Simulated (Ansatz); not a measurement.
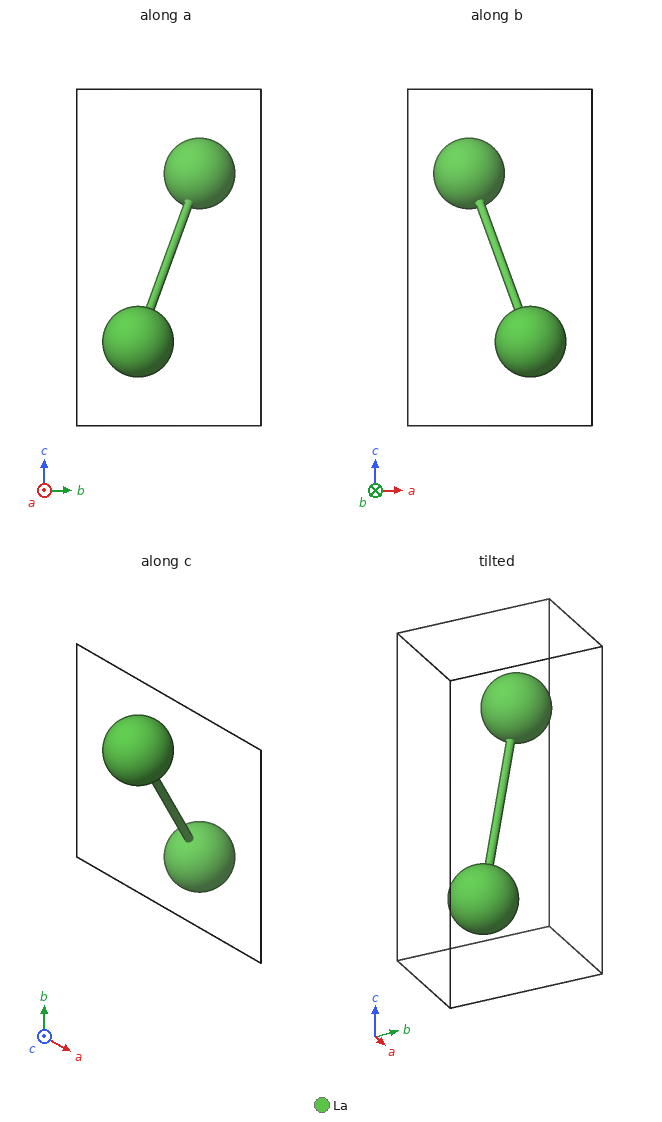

A ball-and-stick rendering, viewed along the a axis, along the b axis, along the c axis and slightly off an axis. The conventional unit cell is drawn as a box.

Lattice parameters: a = 3.814 Å, b = 3.814 Å, c = 6.027 Å, α = 90.00°, β = 90.00°, γ = 120.00°. Put a along x and b in the xy plane.

Set out the cell and atoms as a POSCAR file.

Answer.
```
La
1.0
     3.814    0.000    0.000
    -1.907    3.303    0.000
     0.000    0.000    6.027
La
2
Direct
  0.3333 0.6667 0.7500
  0.6667 0.3333 0.2500
```

The initial geometry was a structure type filled with this element by a generator (whether the element takes this form wasn't checked). Earlier steps of the study may have refined or changed the cell and positions. It was run through Ansatz as a DFT input.
